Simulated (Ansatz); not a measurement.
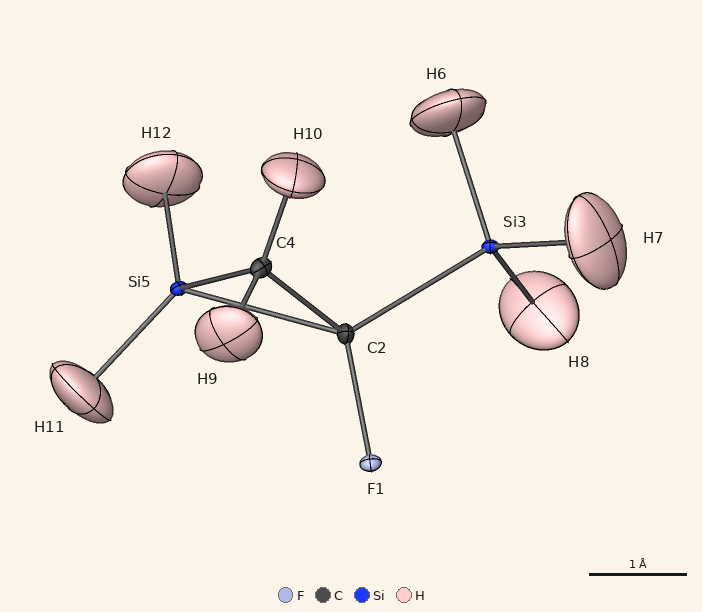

Displacement ellipsoids at the 50 % level, enlarged 1.5 times, from the internal vibrations of the free molecule (harmonic, no overall translation or rotation; no half-axis is drawn under 0.075 Å). Vibrations computed with RKS PBE0-D4/def2-TZVP (Ansatz 0.2.0). Temperature: 0 K (zero-point motion alone).

Question. Which atom moves most?

Answer. H7, with U_eq = 0.0290 Å².

Question. Does H8 move more along its bond or across it?

Answer. Across it: the root-mean-square amplitude is 0.088 Å along the bond and up to 0.224 Å across, since bending and torsion are softer than stretching.

List U_eq and the three principal root-mean-square amplitudes for each kind of atom.

```csv
atom,U_eq (Å²),rms amplitudes (Å)
F1,0.0017,"0.031, 0.043, 0.048"
C2,0.0021,"0.038, 0.046, 0.052"
Si3,0.00086,"0.021, 0.026, 0.038"
C4,0.0021,"0.037, 0.042, 0.055"
Si5,0.00091,"0.019, 0.028, 0.040"
H6,0.0285,"0.089, 0.171, 0.220"
H7,0.0290,"0.091, 0.168, 0.225"
H8,0.0284,"0.088, 0.166, 0.224"
H9,0.0178,"0.085, 0.141, 0.162"
H10,0.0178,"0.082, 0.144, 0.161"
H11,0.0236,"0.091, 0.167, 0.186"
H12,0.0227,"0.089, 0.167, 0.180"
```
